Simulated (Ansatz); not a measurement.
## Lattice dynamics of YSb (model cell, started as layered BN type)

Aim: the vibrations of YSb (model cell, started as layered BN type), their spectra, and whether the structure is stable.

Calculated with Ansatz 0.2.0; DFT PBEsol, scalar-relativistic, plane waves, norm-conserving pseudopotentials.

The structure was built from a prototype and need not be the compound's stable phase.

### 1. The starting structure

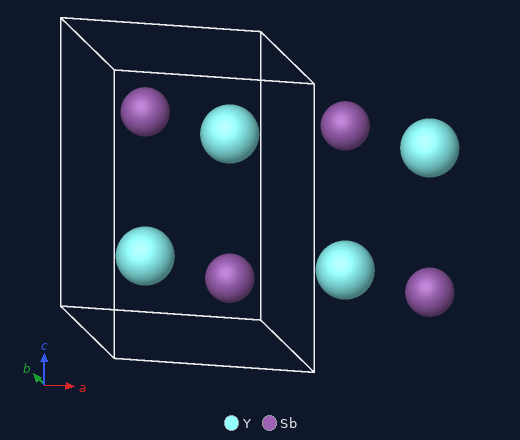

The starting structure, seen slightly off an axis (yttrium light teal, antimony purple). 2×1×1 cells are drawn.

As a file:

```cif
data_structure
_symmetry_space_group_name_H-M 'P 1'
_symmetry_Int_Tables_number 1
_cell_length_a 5.0195
_cell_length_b 5.0195
_cell_length_c 7.2450
_cell_angle_alpha 90.000
_cell_angle_beta 90.000
_cell_angle_gamma 120.000
_cell_volume 158.08
loop_
_atom_site_label
_atom_site_type_symbol
_atom_site_fract_x
_atom_site_fract_y
_atom_site_fract_z
_atom_site_occupancy
Y1 Y 0.33333 0.66667 0.25000 1
Y2 Y 0.66667 0.33333 0.75000 1
Sb3 Sb 0.66667 0.33333 0.25000 1
Sb4 Sb 0.33333 0.66667 0.75000 1
```

### 2. Relaxation, k-mesh 12×12×6

The cell and atoms are relaxed, since residual forces and stress would shift the frequencies.

input.yaml

```yaml
crystal:
  lattice:
    - [5.01948, 0.0, 0.0]
    - [-2.50974, 4.347, 0.0]
    - [0.0, 0.0, 7.245]
  atoms:
    - { symbol: "Y", position: [0.333333, 0.666667, 0.25] }
    - { symbol: "Y", position: [0.666667, 0.333333, 0.75] }
    - { symbol: Sb, position: [0.666667, 0.333333, 0.25] }
    - { symbol: Sb, position: [0.333333, 0.666667, 0.75] }
kpoints:
  mp_grid: { grid: [12, 12, 6] }
hamiltonian:
  xc: pbesol
  pseudopotentials: { kind: nc }
scf:
  occupations: { method: gaussian, width: 0.1 }
output:
  forces: true
  stress: true
  eigenvalues: true
  write_density: true
  write_potential: true
  elf: true
  volumetric_format: npy
relax:
  adjacent_minimum: "off"
  f_tol: 0.005
  max_steps: 80
  cell: { stress_tol: 0.05 }
```

Command:

```
ansatz run input.yaml --threads 4 --pin off --max-ram 7168MiB --backend cpu --events-out ev --progress --plain --runs-dir out
```

Numbers of over 12 decimals in the logs are rounded to 6 here.

What it wrote:

```text
Warning: the atoms were moved onto the symmetric positions of the space group found under crystal.symmetry.tolerance 1.0e-5 (fractional; no operation is sought that the atoms, as they stand in a round, miss by more than twice it, and no atom is moved by as much as it), and the run uses the moved positions. Before a round's move an operation carried an atom to 5.02e-6 Å from where it should land, the largest such dist [...]
Engine: ansatz 0.2.0, aarch64-unknown-linux-gnu
Pseudopotentials: kind: nc
Pseudopotential: Y, nc, valence charge 11, recommended cutoff 979.609905 eV (normal), Y.nc.azcp (PseudoDojo's, or run here from an input of PseudoDojo's: the run reads no file of this project's for it)
Pseudopotential: Sb, nc, valence charge 15, recommended cutoff 1088.45545 eV (normal), Sb.nc.azcp (PseudoDojo's, or run here from an input of PseudoDojo's: the run reads no file of this project's for it)
Functional definition: PBEsol
  exchange = pbesol_x
  correlation = pbesol_c
Crystal: 4 atoms, lattice volume = 158.084 Å³
Basis set: ecut = 1088.45545 eV, 12945 PW (Γ), exchange–correlation on 120×120×160 points (8 copies of the dense FFT grid, shifted against one another)
Bands: 32, of which v1, the nominal top of the filled ones, is band 26 counted from 1 (25 counted from 0)
Symmetry: 24 space group operations
Space group: P63/mmc (ITA 194), of the structure as read, at distance tolerance 5.4e-5 Å
k-points: 76 of 864
Non-local potential: Y, projectors of the file, l = 0: 2, l = 1: 2, l = 2: 2
Non-local potential: Sb, projectors of the file, l = 0: 2, l = 1: 2, l = 2: 2, l = 3: 2
Initial density: superposition of atomic densities (chi_scale 0.1, normalization cell, long waves kept (reshape's long-wave potential 0.00 eV rms))
Initial wavefunctions: pseudopotential atomic-orbital guess
Functional: x = pbesol(κ = 0.804, μ = 0.123457), c = pbesol(β = 0.046)
SCF iter   1: F=—  HF=-7161.916609 eV  |F-HF|=—  |Δ(HF+E_count)|=         —  Δρ=3.22e-2  dr2=1.75e0  ethr=3.10e-3  ⟨swp⟩=6.3  Hψ=9834  notcnv=0
preconditioner: auto → Kerker (q_TF=auto, 2.267 Å⁻¹)  [metal: Δε(μ)=0.082 eV  Ē_g=5.143 eV  σ=0.100 eV  W_gap=0.39  n_scr=34 (ndim 8)  ℏωp=11.8 eV  f_vac=0.017  D(μ)=0.24/eV (n_scr^D=0)]
SCF iter   2: F=—  HF=-7161.498382 eV  |F-HF|=—  |Δ(HF+E_count)|=   4.18e-1  Δρ=1.81e-2  dr2=6.18e-1  ethr=3.10e-3  ⟨swp⟩=2.3  Hψ=3326  notcnv=0  defer=36
SCF iter   3: F=—  HF=-7161.363483 eV  |F-HF|=—  |Δ(HF+E_count)|=   1.35e-1  Δρ=5.05e-3  dr2=5.83e-2  ethr=1.19e-3  ⟨swp⟩=3.1  Hψ=4828  notcnv=0  defer=109
SCF iter   4: F=—  HF=-7161.360305 eV  |F-HF|=—  |Δ(HF+E_count)|=   3.18e-3  Δρ=3.38e-3  dr2=1.20e-2  ethr=1.12e-4  ⟨swp⟩=2.0  Hψ=4199  notcnv=0  defer=108
SCF iter   5: F=—  HF=-7161.357127 eV  |F-HF|=—  |Δ(HF+E_count)|=   3.18e-3  Δρ=6.74e-4  dr2=1.78e-3  ethr=2.31e-5  ⟨swp⟩=2.2  Hψ=4011  notcnv=0  defer=106
SCF iter   6: F=—  HF=-7161.357963 eV  |F-HF|=—  |Δ(HF+E_count)|=   8.37e-4  Δρ=4.82e-4  dr2=2.81e-4  ethr=3.42e-6  ⟨swp⟩=2.8  Hψ=4050  notcnv=0  defer=106
SCF iter   7: F=—  HF=-7161.358034 eV  |F-HF|=—  |Δ(HF+E_count)|=   7.02e-5  Δρ=5.27e-5  dr2=5.51e-6  ethr=5.40e-7  ⟨swp⟩=2.2  Hψ=4090  notcnv=0  defer=106
SCF iter   8: F=—  HF=-7161.358153 eV  |F-HF|=—  |Δ(HF+E_count)|=   1.20e-4  Δρ=3.05e-5  dr2=1.25e-6  ethr=1.06e-8  ⟨swp⟩=2.2  Hψ=4418  notcnv=0  defer=105
SCF iter   9: F=-7161.358153 eV  HF=-7161.358153 eV  |F-HF|=2.45e-8  |Δ(HF+E_count)|=   2.51e-7  Δρ=4.43e-6  dr2=5.64e-8  ethr=1.92e-10  ⟨swp⟩=18.5  Hψ=25457  notcnv=0
SCF 1 converged in 9 iterations: F = -7161.358153 eV  dr2 = 5.64e-8
relax step   1: F+E_penalty+E_count = -7161.35815314 eV  Δ(F+E_penalty+E_count) = +0.000e0 eV  max|allowed force component| = 8.905e-16 eV/Å  Δτ_max = 0.0000 Å  P = -0.985 GPa  Ω = 158.084 Å³  (9 SCF iters, dr2 threshold 1.00e-7 eV, accepted)
Crystal: 4 atoms, lattice volume = 154.485 Å³
Basis set: ecut = 1088.45545 eV, 12583 PW (Γ), exchange–correlation on 120×120×160 points (8 copies of the dense FFT grid, shifted against one another)
Initial density: handed on by an earlier stage of this run
Initial wavefunctions: those handed on with the density
iter 1 solved again at ethr=6.33e-5 eV; its pass at ethr=3.10e-3 eV (dr2=3.29e-2 eV) is discarded
SCF iter   1: F=—  HF=-7161.888209 eV  |F-HF|=—  |Δ(HF+E_count)|=         —  Δρ=3.48e-3  dr2=3.51e-2  ethr=6.33e-5  ⟨swp⟩=2.1  Hψ=16856  notcnv=0
preconditioner: auto → Kerker (q_TF=auto, 2.276 Å⁻¹)  [metal: Δε(μ)=0.080 eV  Ē_g=5.412 eV  σ=0.100 eV  W_gap=0.40  n_scr=22 (ndim 8)  ℏωp=12.0 eV  f_vac=0.067  D(μ)=0.20/eV (n_scr^D=0)]
SCF iter   2: F=—  HF=-7161.880761 eV  |F-HF|=—  |Δ(HF+E_count)|=   7.45e-3  Δρ=2.23e-3  dr2=1.59e-2  ethr=6.33e-5  ⟨swp⟩=1.0  Hψ=2432  notcnv=0
SCF iter   3: F=—  HF=-7161.874497 eV  |F-HF|=—  |Δ(HF+E_count)|=   6.26e-3  Δρ=4.40e-4  dr2=6.34e-4  ethr=3.06e-5  ⟨swp⟩=2.0  Hψ=3053  notcnv=0
SCF iter   4: F=—  HF=-7161.874465 eV  |F-HF|=—  |Δ(HF+E_count)|=   3.15e-5  Δρ=1.60e-4  dr2=1.08e-4  ethr=1.22e-6  ⟨swp⟩=2.4  Hψ=4269  notcnv=0
SCF iter   5: F=—  HF=-7161.874553 eV  |F-HF|=—  |Δ(HF+E_count)|=   8.82e-5  Δρ=6.66e-5  dr2=1.33e-5  ethr=2.07e-7  ⟨swp⟩=2.0  Hψ=2881  notcnv=0
SCF iter   6: F=—  HF=-7161.874563 eV  |F-HF|=—  |Δ(HF+E_count)|=   9.12e-6  Δρ=2.06e-5  dr2=7.54e-7  ethr=2.57e-8  ⟨swp⟩=2.0  Hψ=3161  notcnv=0
SCF iter   7: F=-7161.874563 eV  HF=-7161.874563 eV  |F-HF|=1.42e-7  |Δ(HF+E_count)|=   7.61e-7  Δρ=6.04e-6  dr2=9.91e-8  ethr=7.69e-10  ⟨swp⟩=13.7  Hψ=20456  notcnv=0
SCF 2 converged in 7 iterations: F = -7161.874563 eV  dr2 = 9.91e-8
relax step   2: F+E_penalty+E_count = -7161.87456349 eV  Δ(F+E_penalty+E_count) = -5.164e-1 eV  max|allowed force component| = 4.626e-16 eV/Å  Δτ_max = 0.0000 Å  P = -1.866 GPa  Ω = 154.485 Å³  energy of the carried Pulay correction = +9.254e-4 eV  (7 SCF iters, dr2 threshold 4.00e-7 eV, accepted)
Crystal: 4 atoms, lattice volume = 147.831 Å³
Basis set: ecut = 1088.45545 eV, 12137 PW (Γ), exchange–correlation on 120×120×160 points (8 copies of the dense FFT grid, shifted against one another)
iter 1 solved again at ethr=7.98e-5 eV; its pass at ethr=3.10e-3 eV (dr2=4.15e-2 eV) is discarded
SCF iter   1: F=—  HF=-7162.312302 eV  |F-HF|=—  |Δ(HF+E_count)|=         —  Δρ=3.82e-3  dr2=4.35e-2  ethr=7.98e-5  ⟨swp⟩=2.1  Hψ=16830  notcnv=0
preconditioner: auto → Kerker (q_TF=auto, 2.292 Å⁻¹)  [metal: Δε(μ)=0.077 eV  Ē_g=5.553 eV  σ=0.100 eV  W_gap=0.38  n_scr=22 (ndim 8)  ℏωp=12.2 eV  f_vac=0.066  D(μ)=0.23/eV (n_scr^D=0)]
SCF iter   2: F=—  HF=-7162.302639 eV  |F-HF|=—  |Δ(HF+E_count)|=   9.66e-3  Δρ=2.41e-3  dr2=1.85e-2  ethr=7.98e-5  ⟨swp⟩=1.0  Hψ=2434  notcnv=0
SCF iter   3: F=—  HF=-7162.295586 eV  |F-HF|=—  |Δ(HF+E_count)|=   7.05e-3  Δρ=4.97e-4  dr2=1.04e-3  ethr=3.55e-5  ⟨swp⟩=2.0  Hψ=3043  notcnv=0
SCF iter   4: F=—  HF=-7162.295457 eV  |F-HF|=—  |Δ(HF+E_count)|=   1.29e-4  Δρ=1.90e-4  dr2=1.75e-4  ethr=2.00e-6  ⟨swp⟩=2.5  Hψ=3593  notcnv=0
SCF iter   5: F=—  HF=-7162.295560 eV  |F-HF|=—  |Δ(HF+E_count)|=   1.03e-4  Δρ=7.63e-5  dr2=1.50e-5  ethr=3.36e-7  ⟨swp⟩=2.0  Hψ=3032  notcnv=0
SCF iter   6: F=—  HF=-7162.295575 eV  |F-HF|=—  |Δ(HF+E_count)|=   1.45e-5  Δρ=2.25e-5  dr2=5.41e-7  ethr=2.89e-8  ⟨swp⟩=2.0  Hψ=3065  notcnv=0
SCF iter   7: F=-7162.295575 eV  HF=-7162.295575 eV  |F-HF|=1.06e-7  |Δ(HF+E_count)|=   6.75e-7  Δρ=5.82e-6  dr2=6.59e-8  ethr=7.69e-10  ⟨swp⟩=13.7  Hψ=20735  notcnv=0
SCF 3 converged in 7 iterations: F = -7162.295575 eV  dr2 = 6.59e-8
relax step   3: F+E_penalty+E_count = -7162.29557546 eV  Δ(F+E_penalty+E_count) = -4.210e-1 eV  max|allowed force component| = 4.452e-16 eV/Å  Δτ_max = 0.0000 Å  P = -1.219 GPa  Ω = 147.831 Å³  energy of the carried Pulay correction = +2.698e-3 eV  (7 SCF iters, dr2 threshold 4.00e-7 eV, accepted)
[...]
relax step   4: F+E_penalty+E_count = -7162.60176328 eV  Δ(F+E_penalty+E_count) = -3.062e-1 eV  max|allowed force component| = 1.035e-16 eV/Å  Δτ_max = 0.0000 Å  P = -0.276 GPa  Ω = 142.768 Å³  energy of the carried Pulay correction = +4.098e-3 eV  (7 SCF iters, dr2 threshold 4.00e-7 eV, accepted)
[...]
relax step   5: F+E_penalty+E_count = -7162.63935635 eV  Δ(F+E_penalty+E_count) = -3.759e-2 eV  max|allowed force component| = 5.742e-16 eV/Å  Δτ_max = 0.0000 Å  P = +0.111 GPa  Ω = 141.873 Å³  energy of the carried Pulay correction = +4.350e-3 eV  (7 SCF iters, dr2 threshold 4.00e-7 eV, accepted)
[...]
relax step   6: F+E_penalty+E_count = -7162.63938313 eV  Δ(F+E_penalty+E_count) = -2.678e-5 eV  max|allowed force component| = 5.748e-16 eV/Å  Δτ_max = 0.0000 Å  P = -0.012 GPa  Ω = 142.203 Å³  energy of the carried Pulay correction = +4.256e-3 eV  (5 SCF iters, dr2 threshold 8.02e-8 eV, accepted)
[...]
relax step   7: F+E_penalty+E_count = -7162.64225321 eV  Δ(F+E_penalty+E_count) = -2.870e-3 eV  max|allowed force component| = 6.193e-16 eV/Å  Δτ_max = 0.0000 Å  P = +0.046 GPa  Ω = 142.203 Å³  stress off target by 9.17e-2 GPa  SCF on the basis re-selected at this cell (its energy is not comparable with the rows above)  (6 SCF iters)
[...]
relax step   8: F+E_penalty+E_count = -7162.64228035 eV  Δ(F+E_penalty+E_count) = -2.714e-5 eV  max|allowed force component| = 8.789e-16 eV/Å  Δτ_max = 0.0000 Å  P = +0.003 GPa  Ω = 142.352 Å³  energy of the carried Pulay correction = -4.228e-5 eV  (5 SCF iters, dr2 threshold 2.10e-8 eV, accepted)
iter 1 solved again at ethr=3.67e-7 eV; its pass at ethr=3.10e-3 eV (dr2=1.91e-4 eV) is discarded
SCF iter   1: F=—  HF=-7162.642481 eV  |F-HF|=—  |Δ(HF+E_count)|=         —  Δρ=4.14e-6  dr2=1.02e-8  ethr=3.67e-7  ⟨swp⟩=4.3  Hψ=18082  notcnv=0
eigensolver tolerance schedule: the retry pair's looser diagonalisation over-reported the residual by 18682.33 of it (diagonalisation noise at an unbounded share of the residual, at the tolerance the schedule requests for it); recorded, not acted on — ethr = c·dr2/N_el stays at c = 1.0e-1
preconditioner: auto → Kerker (q_TF=auto, 2.307 Å⁻¹)  [metal: Δε(μ)=0.026 eV  Ē_g=5.765 eV  σ=0.100 eV  W_gap=0.14  n_scr=22 (ndim 8)  ℏωp=12.4 eV  f_vac=0.085  D(μ)=0.33/eV (n_scr^D=0)]
SCF iter   2: F=—  HF=-7162.642327 eV  |F-HF|=—  |Δ(HF+E_count)|=   1.54e-4  Δρ=2.11e-6  dr2=3.46e-9  ethr=1.97e-11  ⟨swp⟩=4.1  Hψ=7385  notcnv=0
SCF iter   3: F=—  HF=-7162.642327 eV  |F-HF|=—  |Δ(HF+E_count)|=  9.73e-10  Δρ=1.13e-6  dr2=1.93e-9  ethr=6.65e-12  ⟨swp⟩=1.1  Hψ=2453  notcnv=0
SCF iter   4: F=—  HF=-7162.642327 eV  |F-HF|=—  |Δ(HF+E_count)|=   1.39e-9  Δρ=4.81e-7  dr2=3.42e-10  ethr=3.70e-12  ⟨swp⟩=2.0  Hψ=3045  notcnv=0
SCF iter   5: F=—  HF=-7162.642327 eV  |F-HF|=—  |Δ(HF+E_count)|=  1.00e-10  Δρ=1.80e-7  dr2=5.67e-11  ethr=1.00e-12  ⟨swp⟩=2.0  Hψ=2933  notcnv=0
SCF iter   6: F=-7162.642327 eV  HF=-7162.642327 eV  |F-HF|=4.55e-12  |Δ(HF+E_count)|=  1.00e-11  Δρ=7.95e-8  dr2=1.06e-11  ethr=1.00e-12  ⟨swp⟩=9.3  Hψ=13233  notcnv=0
SCF 9 converged in 6 iterations: F = -7162.642327 eV  dr2 = 1.06e-11
relax step   9: F+E_penalty+E_count = -7162.64232652 eV  Δ(F+E_penalty+E_count) = -4.617e-5 eV  max|allowed force component| = 8.512e-16 eV/Å  Δτ_max = 0.0000 Å  P = +0.004 GPa  Ω = 142.352 Å³  stress off target by 5.22e-3 GPa  SCF on the basis re-selected at this cell (its energy is not comparable with the rows above)  (6 SCF iters)
basis re-selected at this cell: Δ(F+E_penalty+E_count) = -4.617e-5 eV, ΔP = +0.001 GPa vs the last step (what re-selecting the basis moved, of the pressure what is left beyond the Pulay correction that the steps carried, after the strain that the cell walked since its last selection, with what the two solves' SCF thresholds leave and, on support functions, any second-order correction that the steps lacked; it is no m [...]
SCF converged after 6 iterations
Free energy (F): -7162.642327 eV
Harris-Foulkes:  -7162.642327 eV  (|F-HF|=4.55e-12)
Internal energy: -7162.640663 eV  (E = F + TS)
E sigma→0 (E₀):  -7162.641495 eV
Entropy (-TS):   -0.001663 eV (-0.416 meV/atom)
Fermi energy:    7.924923 eV
--- Per-component energies (eV) ---
  E_band       = -651.890668
  E_kinetic    = 3517.632228
  E_local      = -4593.824739  (includes V_loc(G=0)·N_el)
  E_nonlocal   = -2359.206023
  E_hartree    = 1960.194218
  E_xc         = -1653.329422
  E_vxc        = -1136.880590  (∫ρ·V_xc dr)
  E_ewald      = -4034.106925
  E_smearing   = -0.001663  (= −TS)
  E_closure    = 0.000000  (closes the sum)
  Σ components = -7162.642327   (vs F -7162.642327, Δ=0.00e0)
--- Forces (eV/Å), atoms counted from 1 ---
  atom   1  Y     -0.00000000    -0.00000000    -0.00000000
  atom   2  Y     -0.00000000     0.00000000     0.00000000
  atom   3  Sb    -0.00000000     0.00000000     0.00000000
  atom   4  Sb     0.00000000    -0.00000000    -0.00000000
  max |Σ_I F_I| component: 1.30e-16 eV/Å
--- Stress (GPa, compression-positive) ---
        0.005222      -0.000000      -0.000000
        0.000000       0.005222      -0.000000
       -0.000000      -0.000000       0.000285
  P = ⅓ Tr σ = 0.0036 GPa (0.036 kbar)
--- Band table (eV; the first three rows and the last of 76) ---
  k-point 0: bands = [... 22 lower, 5.8989, 6.3421, 6.3421, 8.6943, 8.7661, 8.7661, 9.3702, 10.6066, ... 2 higher]
  k-point 1: bands = [... 22 lower, 5.8806, 6.2357, 6.2357, 7.5995, 9.0217, 9.0217, 9.6076, 10.7134, ... 2 higher]
  k-point 2: bands = [... 22 lower, 5.8600, 6.0397, 6.0397, 6.2896, 9.6333, 9.6333, 9.9330, 10.7870, ... 2 higher]
  k-point 75: bands = [... 22 lower, 5.9111, 5.9111, 6.6299, 6.6299, 9.0493, 9.0493, 10.5933, 10.5933, ... 2 higher]
--- Relaxed structure (7 steps of the walk, 7 accepted, 2 SCFs on fresh bases) ---
  F+E_penalty+E_count = -7162.64232652 eV   max|allowed force component| = 8.512e-16 eV/Å   (the final SCF, on the basis selected at the relaxed cell)
  cell:  # Å, volume = 142.3524 Å³
    - [5.215105, 0, 1.1779674349190053e-17]
    - [-2.607552, 4.516413, -5.889837174595025e-18]
    - [1.700250087917105e-17, 0, 6.043773]
  atoms:
    - { symbol: Y, position: [0.333333, 0.666667, 0.25] }
    - { symbol: Y, position: [0.666667, 0.333333, 0.750000] }
    - { symbol: Sb, position: [0.666667, 0.333333, 0.25] }
    - { symbol: Sb, position: [0.333333, 0.666667, 0.750000] }
```

Wall time 3.4 min (4 threads of Arm Neoverse V1, shared host); peak memory 1.5 GiB.

Step by step:

```
step  energy less that of the first step (eV)  largest force component (eV/Å)  pressure (GPa)  volume (Å³)
   1                                   0.0000                          0.0000           -0.98       158.08
   2                                  -0.5164                          0.0000           -1.87       154.48
   3                                  -0.9374                          0.0000           -1.22       147.83
   4                                  -1.2436                          0.0000           -0.28       142.77
   5                                  -1.2812                          0.0000            0.11       141.87
   6                                  -1.2812                          0.0000           -0.01       142.20
  7*                                  -1.2841                          0.0000            0.05       142.20
   8                                  -1.2841                          0.0000            0.00       142.35
  9*                                  -1.2842                          0.0000            0.00       142.35
```

Relaxation steps marked * repeat the geometry before them on a plane-wave basis chosen anew for their cell, so energy and pressure can jump there.

The run keeps the 24 symmetry operations that it works with, so distortions that break them were not tested.

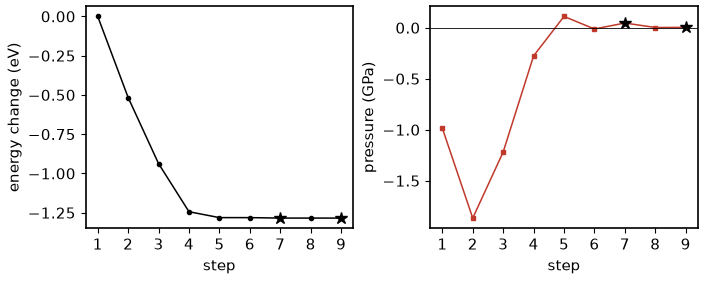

Energy and pressure along the relaxation. Stars mark steps on a basis chosen anew.

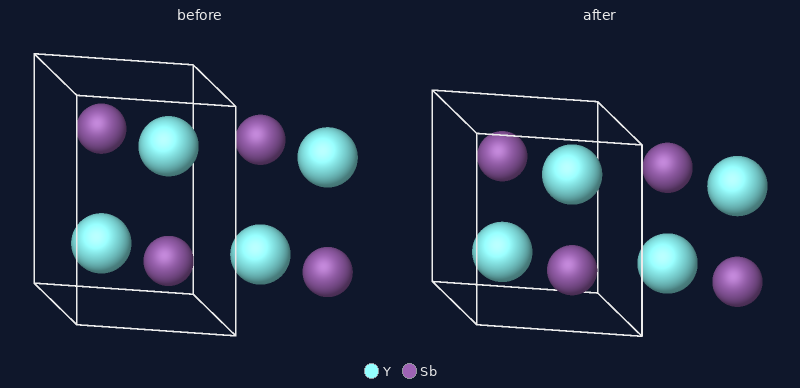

Before and after, at one scale.

```csv
cell as run,before,after,change
a (Å),5.019,5.215,+3.9 %
b (Å),5.019,5.215,+3.9 %
c (Å),7.245,6.044,-16.6 %
volume (Å³/atom),39.52,35.59,-10.0 %
```

Final coordinates:

```xyz
4
Lattice="5.2151 0.0000 0.0000 -2.6076 4.5164 0.0000 0.0000 0.0000 6.0438" Properties=species:S:1:pos:R:3 pbc="T T T"
Y     0.0000    3.0109    1.5109
Y     2.6076    1.5055    4.5328
Sb    2.6076    1.5055    1.5109
Sb    0.0000    3.0109    4.5328
```

Numbers from this step:

| Property | Result |
| --- | --- |
| pressure | 0.003576 GPa |
| volume per atom | 35.59 Å³ |
| gap on the k-mesh | 0 eV |

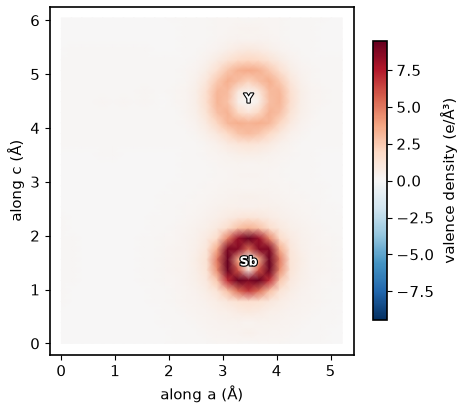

Valence density in the ac plane at fractional y = 0.333, with atoms of Y and Sb within 0.2 Å of it. It is the smooth field of the valence electrons, not physical close to the nuclei.

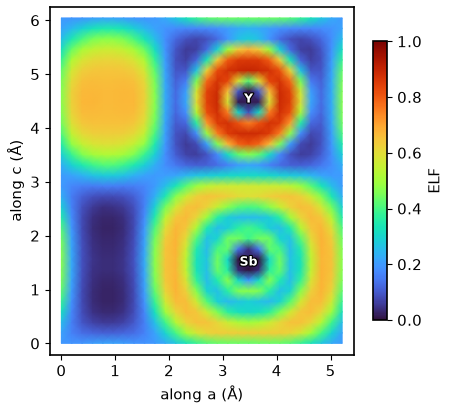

ELF in the ac plane at fractional y = 0.333, with atoms of Y and Sb within 0.2 Å of it. It is the smooth field of the valence electrons, not physical close to the nuclei.

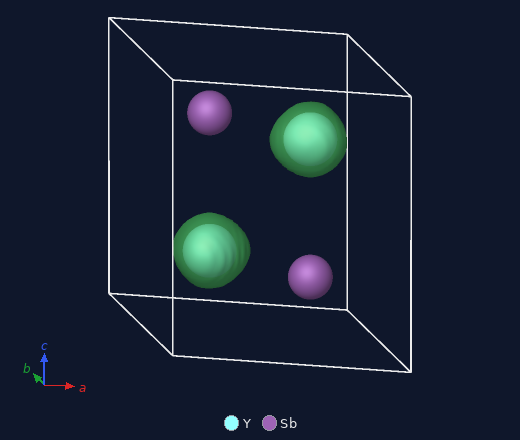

Surface of ELF = 0.82.

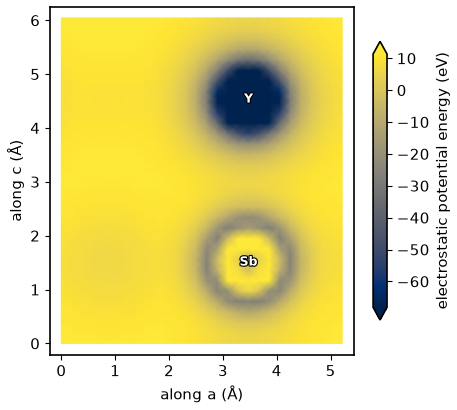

Electrostatic potential energy in the ac plane at fractional y = 0.333, with atoms of Y and Sb within 0.2 Å of it. With pseudopotentials it is smooth inside the atoms' cores, unlike the true potential.

In this step the volume went from 39.52 to 35.59 Å³/atom.

[end of part 1 of 2]

[Logs are printed without paths, hosts, clocks, repeated set-up lines and the standing remarks that a program may print on its own settings, such as how far it seeks lower states.]

[Hosts, paths, dates, database ids (printed as entryN), source tags and the programs' standing remarks are cut or masked in the printed files.]
